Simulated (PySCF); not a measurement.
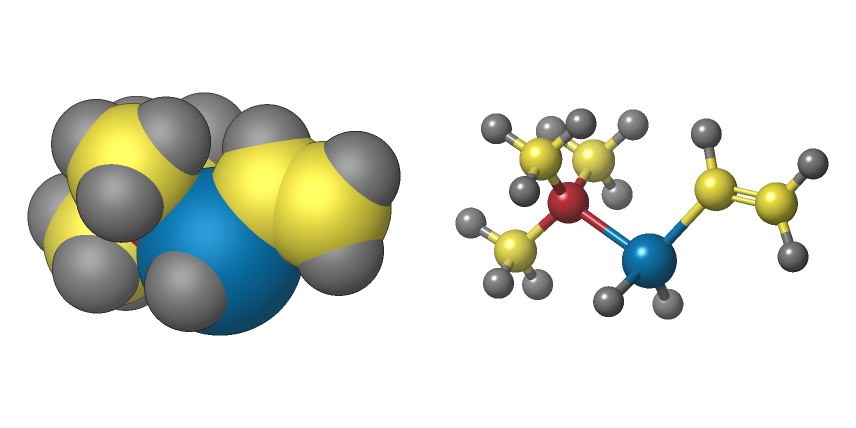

The same structure drawn twice, from different directions. Colours: carbon yellow, aluminium blue, nitrogen red, hydrogen grey.

The geometry was computed by an optimisation with PBE0-D3(BJ)/def2-SVP. No frequency run is at hand to confirm it as a minimum.

> Which formula does it have?

C5H14AlN, 21 atoms: 5 carbon, 14 hydrogen, 1 aluminium and 1 nitrogen.

> Name some functional groups or characteristic bonds that it holds.

Among them: alkene.

> Count the bonded pairs by element.

12 C–H, 3 C–N, 2 Al–H, 1 C–C, 1 C–Al, 1 Al–N.

> Write the SMILES.

C=[CH][AlH2-][N+](C)(C)C

More results for the same structure follow; atom numbers are the same in all pictures, views and colours differ.

### Shape

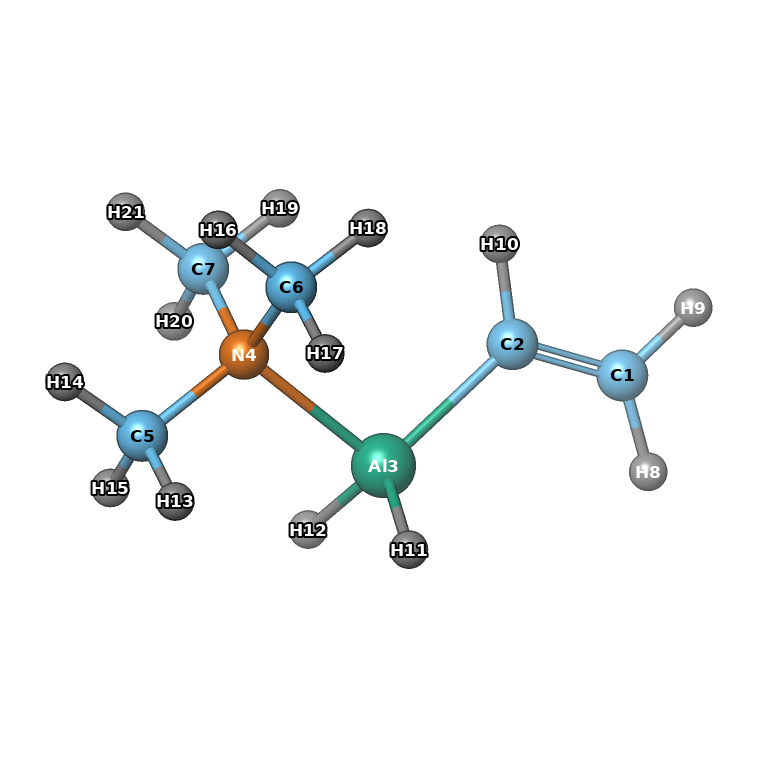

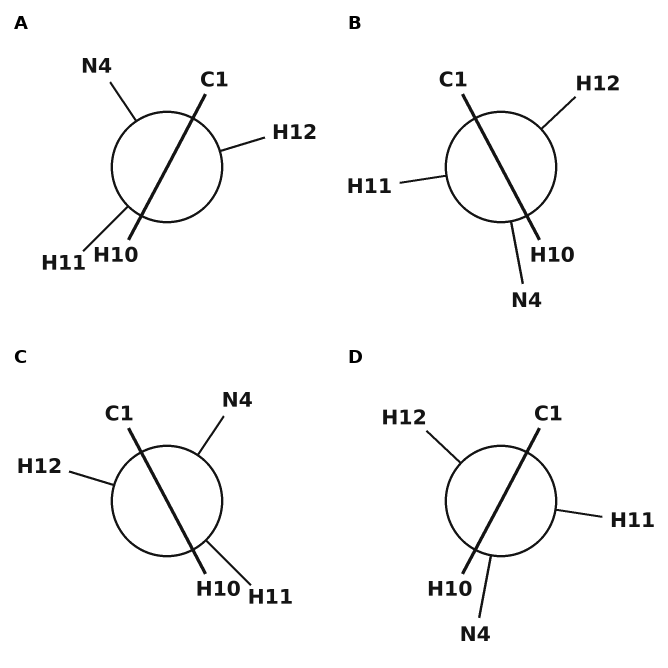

Distant atoms are faded towards the background colour. Bonds that would overlap in a projection are set slightly apart. No frequency run is at hand to confirm it as a minimum.

> Which Newman projection shows the view along C2–Al3, with C2 in front?

D. The torsion angle C1–C2–Al3–N4 is 178°, antiperiplanar (anti).

### Bond orders

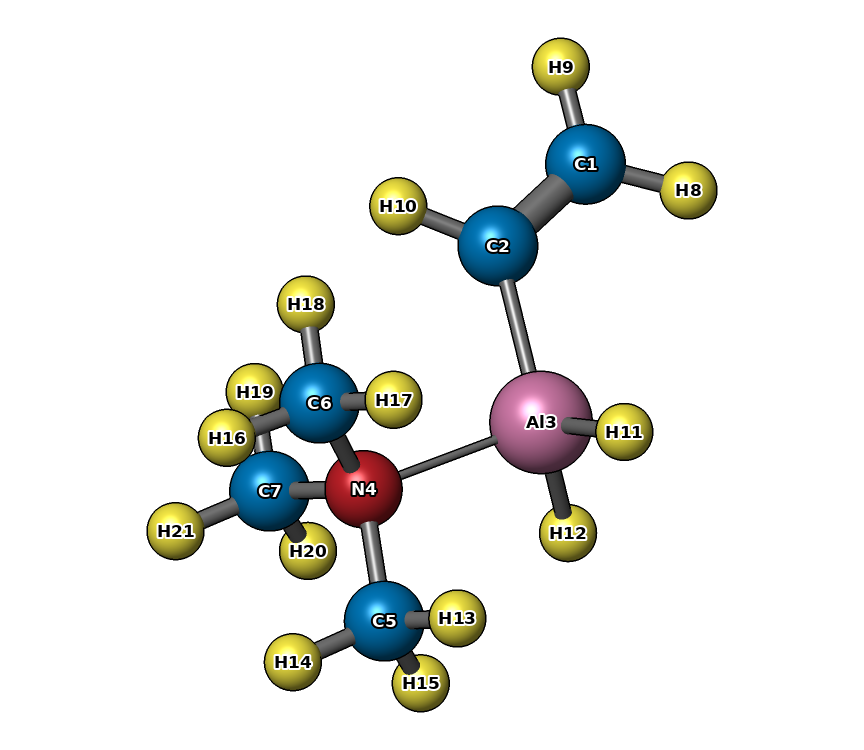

The thickness of each stick grows with its Mayer bond order. No frequency run is at hand to confirm it as a minimum. Method: PBE0/pcSseg-1 (PySCF 2.14.0).

> Which bond between heavy atoms has the highest Mayer bond order?

C1–C2, 2.02, at a length of 1.342 Å.

> Which bond between heavy atoms has the lowest Mayer bond order?

Al3–N4, 0.34, at 2.079 Å.

List the Mayer bond orders of C1–C2, C2–Al3, Al3–N4, N4–C5, N4–C6, N4–C7 (bonds between heavy atoms, one of each equivalent set). Atoms whose distances differ by more than 0.02 Å in this geometry are listed apart.

```
  bond  Mayer order  length (Å)
 C1–C2         2.02       1.342
C2–Al3         0.77       1.984
Al3–N4         0.34       2.079
 N4–C5         0.90       1.468
 N4–C6         0.90       1.467
 N4–C7         0.90       1.467
```

### Electronic properties

No frequency run is at hand to confirm it as a minimum. Method: PBE0/pcSseg-1, gas phase (PySCF 2.14.0).

> Estimate the dipole moment.

5.28 D.

> Give the LUMO energy (Kohn–Sham orbital) at this level.

0.39 eV.

> Give the HOMO energy (Kohn–Sham orbital) at this level.

−6.80 eV.

### NMR shielding

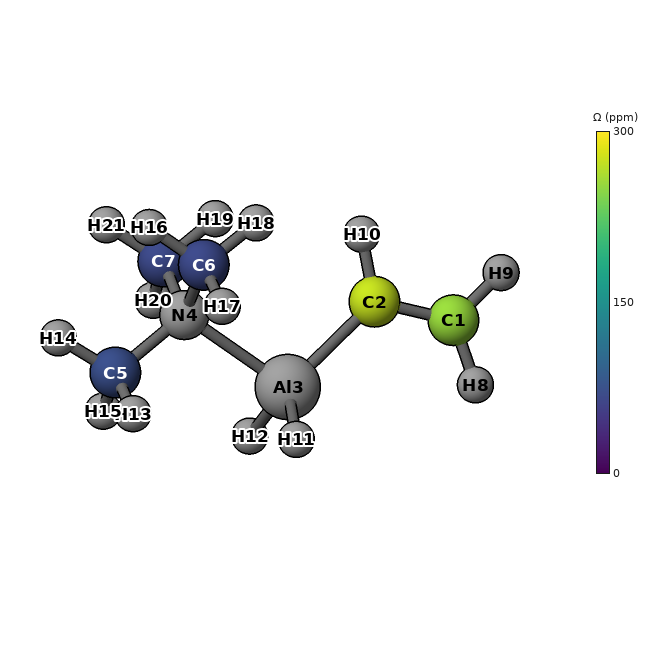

The C atoms are coloured by the span of their shielding tensor. No frequency run is at hand to confirm it as a minimum. Method: GIAO PBE0/pcSseg-1 NMR shielding, non-relativistic, gas phase (PySCF 2.14.0). Principal shieldings σ11 ≤ σ22 ≤ σ33, span Ω = σ33 − σ11, skew κ = 3(σiso − σ22)/Ω.

Give the shielding tensors of the C atoms.

```tsv
atom	σ11	σ22	σ33	σiso	Ω	κ
C1	−93.2	52.6	160.8	40.1	254.0	−0.15
C2	−102.1	21.0	171.7	30.2	273.8	0.10
C5	111.6	113.3	184.4	136.4	72.8	0.95
C6	114.3	115.2	182.2	137.2	67.9	0.97
C7	114.5	115.0	182.2	137.3	67.7	0.99
```

Shieldings and span in ppm.

### Charges

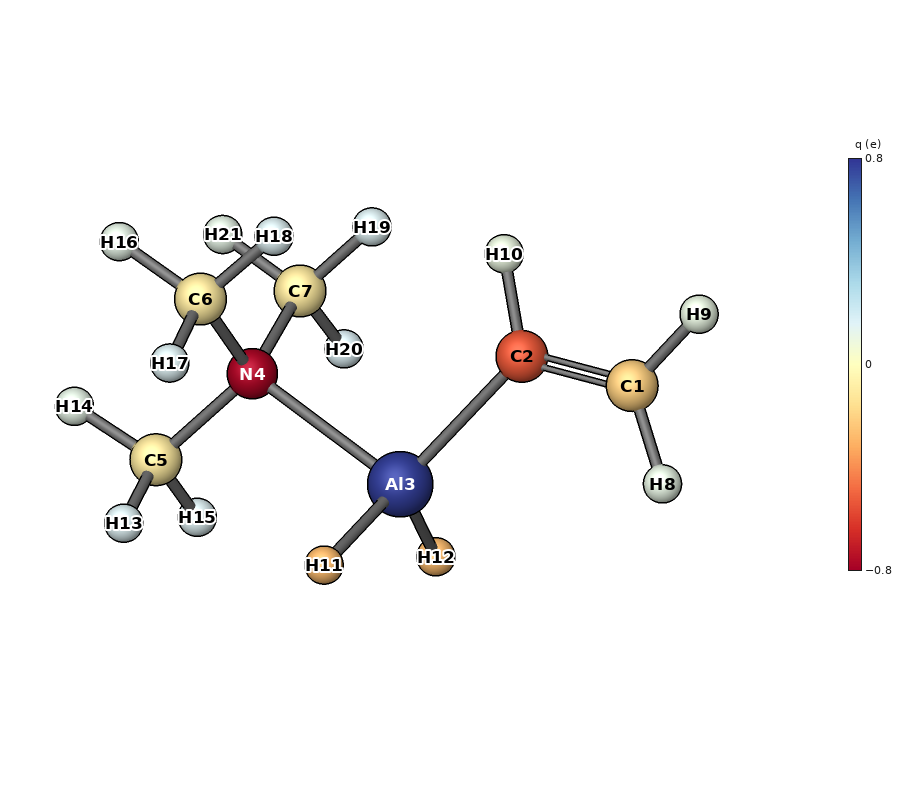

Atoms are coloured by their Mulliken charges. No frequency run is at hand to confirm it as a minimum. Level of theory: PBE0/pcSseg-1, gas phase (PySCF 2.14.0).

Give the Mulliken charges atom by atom.

```json
{"atom": "C1", "value (e)": "−0.21"}
{"atom": "C2", "value (e)": "−0.53"}
{"atom": "Al3", "value (e)": "0.77"}
{"atom": "N4", "value (e)": "−0.77"}
{"atom": "C5", "value (e)": "−0.10"}
{"atom": "C6", "value (e)": "−0.10"}
{"atom": "C7", "value (e)": "−0.11"}
{"atom": "H8", "value (e)": "0.11"}
{"atom": "H9", "value (e)": "0.10"}
{"atom": "H10", "value (e)": "0.10"}
{"atom": "H11", "value (e)": "−0.27"}
{"atom": "H12", "value (e)": "−0.27"}
{"atom": "H13", "value (e)": "0.16"}
{"atom": "H14", "value (e)": "0.12"}
{"atom": "H15", "value (e)": "0.16"}
{"atom": "H16", "value (e)": "0.12"}
{"atom": "H17", "value (e)": "0.16"}
{"atom": "H18", "value (e)": "0.15"}
{"atom": "H19", "value (e)": "0.15"}
{"atom": "H20", "value (e)": "0.16"}
{"atom": "H21", "value (e)": "0.12"}
```

Mulliken values depend strongly on the basis set and can even reverse the polarity of a bond.
